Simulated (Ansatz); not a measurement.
## Single-point calculation of Ge$_{2}$H (part 2 of 2)

Continued. System: Ge$_{2}$H (slab, 3 atoms in the cell). Method: DFT PBE+D3(BJ), scalar-relativistic, plane waves, PAW, PAW set soft_1, spin-polarised (Ansatz 0.2.0); cutoff 420 eV, 9×9×1 k-mesh, Gaussian smearing of 0.1 eV, collinear spins. 

Geometry of the input (Å; fractional positions):
```
4.0227  0.0000  0.0000
-2.0113  3.4838  0.0000
0.0000  0.0000  17.6843
Ge 0.3333  0.6667  0.2649
Ge 0.6667  0.3333  0.2262
H  1.0000  0.0000  0.3039
```

```
at 3 of the mixer's solves, the last at iteration 14, it left a direction of its history that read negative out of its fit and stepped the other way along it
WARN: the starting moments were not kept: the SCF closed with an absolute magnetisation of 1.2e-5 μB, where they sum to 1 μB in size (1 site). That is at most 0.1 of that sum. Measured as dr2_m measures the in/out step, that magnetisation stands 1.5e-11 eV from none, at or under the dr2_threshold of 1.0e-7 eV: it is no larger than a step whose dr2_m would equal this threshold. The system may hold no moment; this SCF shows only that its start led to no more than that. To try another start: raise the starting moments (crystal.atoms[].spin, magnetization.per_species, magnetization.initial_magnetization, or on a non-collinear deck that types none of these the spinor_matrix: blocks that start its atoms; where the total moment is fixed, keep their sum and leave initial_magnetization as it is; typed ones take the place of any that the run laid by itself, positive ones on a crystal's lanthanoids without a Hubbard term where scf.initial_density.shell_occupations: [] is typed) or, if the notice of its spin-set hold's release reads "site moments contracting" or "site moments show no strong build", lengthen the hold (scf.mixing.spin_hold: { on: { confirm: 4 } }; for m-r²SCAN on two components see the key's manual first). Each may lead to a state that holds a moment. A second SCF, from the converged charge density, with the starting moments and any scf.initial_density.shell_occupations laid on it anew, would have followed, and was not run: the deck does not ask for one (magnetization.retry_lost_moments is false, the default). To let it run, set magnetization.retry_lost_moments: true and run the deck again, where that key's refused combinations let it; where memory then withholds it, that run's warning says so.
WARN: The input density's exchange-correlation potential varies sharply where the density is thin. Do not read a vacuum level from v_tot or v_xc, or from such a field of the output density. On a cell that repeats whose density bears no net charge and no dipole along the vacuum's axis use v_es (v_loc + v_h of the components); under efield.dipole_correction with no amplitude use v_es + v_field, which holds any external_charges[].barrier, or the levels of the report's work_function block, which leave it out; under a non-zero efield.amplitude the vacuum is tilted and has no level; on a cell that repeats and bears such a dipole with no correction it is tilted too, and efield.dipole_correction with no amplitude gives each side of its ramp a level where efield: is served; in a cell that repeats whose density bears a net charge (total_charge, or a fill off its count) it is curved and has none; of a slab under crystal.periodic whose density bears no net charge use v_es, which has a level on each side, short of where the two are joined; of another it falls or rises all the way out and has none; of a slab beside external_charges read slab_vacuum_level instead, which it has where they leave it neutral. The grid or the basis barely resolves most such structure, and the values can differ between equally converged runs; as a rule a tighter scf.convergence.dr2_threshold does not remove it. Where the density itself ripples (under the LDA too) a higher basis.ecutwfc lessens it. The files hold the spikes' plane waves up to the density's cutoff. Files: v_tot and the like, and their columns of v_z.tsv (output.write_potential); v_xc and the like, and their columns of v_comp_z.tsv (output.write_potential_components); where files of the output density stand in their place, no point of their own thin density is over the threshold below, and this is of outcome.potential() and, of a run that writes arrays (npy), the arrays of these names. Measured: with its Gaussian average of σ = 0.25 Å subtracted twice, the exchange-correlation potential is over 0.1 eV at 2 of the grid points where the equally averaged density (valence and model cores) is under 1e-3 e/Å³, and 0.224 eV at the most among them, at an averaged density of 6.1e-9 e/Å³. See output.write_potential in the manual, Limitations
SCF converged after 24 iterations
Magnetization: -0.0000 μB (14.5000 up, 14.5000 down)
Absolute magnetization: 0.0000 μB (∫|ρ↑−ρ↓|, with the PAW one-centre terms)
Spin contamination: 0.0000 ħ² per cell (⟨S²⟩ above its minimum at these occupations)
Per-site moments (μB) at R_I (Å): [(-2.4746808534684237e-6, 0.9987461982840151), (8.783699125562547e-7, 0.9987461982840151), (-5.312198349771939e-7, 0.9994178135223453)]
Free energy (F): -8603.505231 eV
Harris-Foulkes:  -8603.505231 eV  (|F-HF|=8.55e-11)
Internal energy: -8603.499457 eV  (E = F + TS)
E sigma→0 (E₀):  -8603.502344 eV
Entropy (-TS):   -0.005774 eV (-1.925 meV/atom)
Fermi energy:    -2.120231 eV
Dipole field:    D = -0.032401 V/Å  (p = -0.044376 e·Å, saw-weighted, corrected)
Work function:   Φ+ = 4.8204 eV   Φ− = 4.2474 eV
Levels:          The Fermi level and band energies are counted from a zero that moves with the ramp; work functions are not
--- Per-component energies (eV) ---
  E_band       = -595.914426
  E_kinetic    = 194.703351
  E_local      = -16701.003938  (includes V_loc(G=0)·N_el)
  E_nonlocal   = 431.426779
  E_hartree    = 8095.871850
  E_xc         = -150.481162
  E_vxc        = -139.073634  (∫ρ·V_xc dr)
  E_paw        = -4021.441596  (= ΣΔE_a)
  E_vpaw       = -573.420639  (= ΣTr[D̂ρ^β])
  E_aug_tail   = -0.000689  (compensation charges beyond the density's cutoff)
  E_efield     = 0.000719  (sawtooth field / dipole correction)
  E_vefield    = -0.289294  (∫n·V_field dr)
  E_ewald      = 3547.842049
  E_disp       = -0.416821  (pairwise vdW)
  E_smearing   = -0.005774  (= −TS)
  E_closure    = -0.000000  (closes the sum)
  Σ components = -8603.505231   (vs F -8603.505231, Δ=0.00e0)
--- Forces (eV/Å), atoms counted from 1 ---
  atom   1  Ge     0.00000000     0.00000000     0.53733709
  atom   2  Ge     0.00000000     0.00000000    -0.27213140
  atom   3  H     -0.00000000     0.00000000    -0.26520502
  max |Σ_I F_I| component: 6.69e-7 eV/Å
--- Band table (eV; the first three rows and the last of 24) ---
  k-point 0 ↑: bands = ["-26.8146", "-26.8146", "-26.7891", "-26.7565", "-26.7565", "-26.5607", "-26.4977", "-26.4977", "-26.4792", "-26.4792", "-13.8101", "-6.4617", "-2.7281", "-2.7281", "-2.2270", "-1.0047", "0.6170", "1.3284", "1.3284"]
  k-point 1 ↑: bands = ["-26.8186", "-26.8175", "-26.7920", "-26.7535", "-26.7504", "-26.5580", "-26.5075", "-26.5074", "-26.4712", "-26.4681", "-13.6685", "-6.4591", "-4.2462", "-3.0222", "-1.7946", "-0.3786", "0.3536", "1.8581", "2.1354"]
  k-point 2 ↑: bands = ["-26.8253", "-26.8230", "-26.7971", "-26.7480", "-26.7421", "-26.5502", "-26.5193", "-26.5190", "-26.4636", "-26.4523", "-13.2477", "-7.0115", "-5.2643", "-3.5862", "-2.3629", "-0.0648", "1.2373", "2.3483", "2.8811"]
  k-point 11 ↓: bands = ["-26.8496", "-26.8232", "-26.8071", "-26.7483", "-26.7104", "-26.5386", "-26.5317", "-26.5099", "-26.5081", "-26.4028", "-10.5857", "-10.4969", "-7.4117", "-2.3789", "-2.2307", "-1.7421", "3.4826", "3.8849", "3.9541"]
--- Löwdin populations: 3 sites ---
  site symbol       q [e]    m [muB]
     0     Ge     14.0056    -0.0000
     1     Ge     13.8733     0.0000
     2      H      1.0167    -0.0000
  spilling = 0.003598 (of n_electrons = 29.000000)
```

File populations.tsv
```
# site	symbol	l	j	q_up	q_dn
# orbitals = lowdin
# n_electrons = 29.000000
# spilling = 0.003598
0	Ge	0_4S	-	0.749016	0.749017
0	Ge	1_4P	-	1.257389	1.257396
0	Ge	2_3D	-	4.996382	4.996382
1	Ge	0_4S	-	0.777251	0.777250
1	Ge	1_4P	-	1.162753	1.162750
1	Ge	2_3D	-	4.996669	4.996669
2	H	0_1S	-	0.508366	0.508366
```

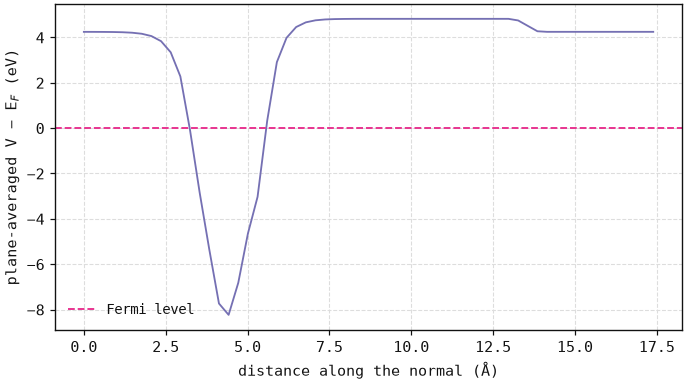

*Plane average of the electrostatic potential energy of an electron across the cell, from the Fermi level.*

The vacuum level lies 4.82 eV above the Fermi level on the upper side and 4.25 eV on the lower.

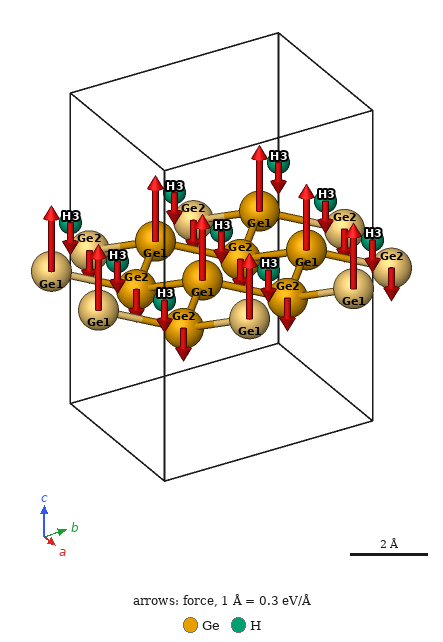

*Forces on the atoms as red arrows (ball-and-stick view of the 2 × 2 repeat of the cell, with the vacuum cut short, seen slightly off an axis; neighbours outside the cell are drawn fainter; atoms are numbered from 1 in the order of the input).*

The largest act on Ge1 (0.54 eV/Å); Ge2 (0.27 eV/Å); H3 (0.27 eV/Å). The geometry is not a stationary point of this energy.

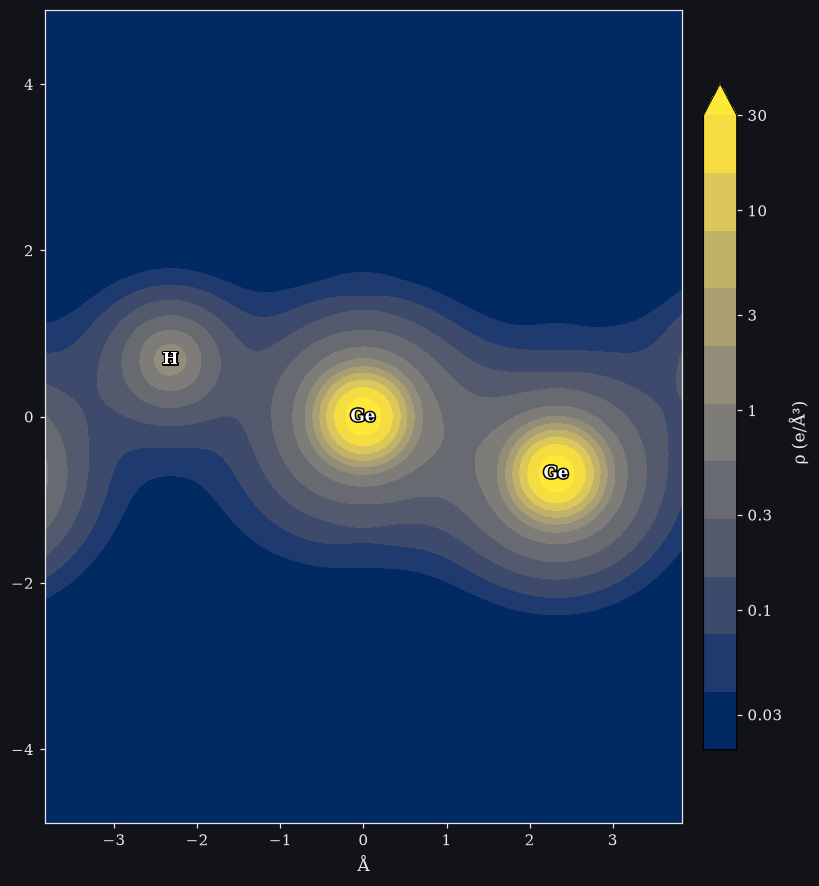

*Valence pseudo-density on the (110) plane of the calculation cell, a cut from vacuum to vacuum.*

Atoms in the plane: Ge and H. Ge–Ge (2.42 Å): ρ at the midpoint is about 0.5 e/Å³. Ge–H (2.42 Å): ρ at the midpoint is about 0.23 e/Å³, with its minimum of 0.19 e/Å³ about 1.5 Å from Ge. The density dies away to nearly zero in the vacuum. The fields are those of the smooth PAW valence density.

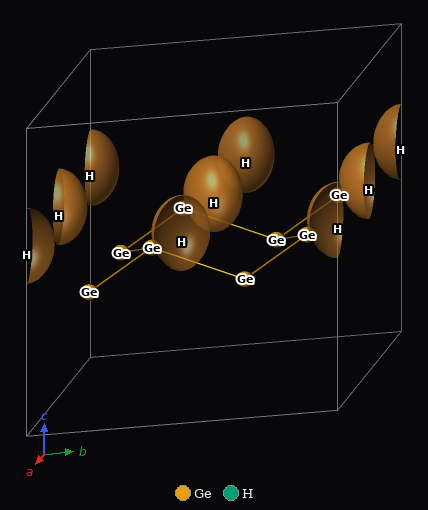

*Isosurface of the electron localisation function at 0.75 (orange), seen slightly off an axis. Only the valence region is drawn (cores and ρ < 0.01 e/Å³ removed). Sticks mark near contacts.*

The ELF exceeds this value in one region around a hydrogen nucleus, counted in one cell of 3 atoms. Along the contacts the grid gives the following. Ge–Ge (2.42 Å): the ELF peaks at about 0.70 between the atoms.

Key numbers

| quantity | value |
| --- | --- |
| outcome | converged |
| electrons treated | 29 |
| free energy | −8603.5052 eV |
| work function, top face | 4.82 eV |
| work function, bottom face | 4.25 eV |
| Fermi energy | −2.120 eV |
| gap on the k-point mesh | none (metallic) |
| net moment of the cell | 0.00 μB |
| integrated absolute moment | 0.00 μB |
| work function (upper face) | 4.82 eV |
| largest force (length of the vector) | 0.537 eV/Å |
| hardware | 1 thread of Intel Xeon @ 2.50GHz (Skylake/Cascade Lake), 189 GiB of memory available, shared host |
| wall time | 49 s |
| peak memory | 0.47 GiB |

The program warns: some starting moments were not kept; the exchange-correlation potential is rough where the density is thin.
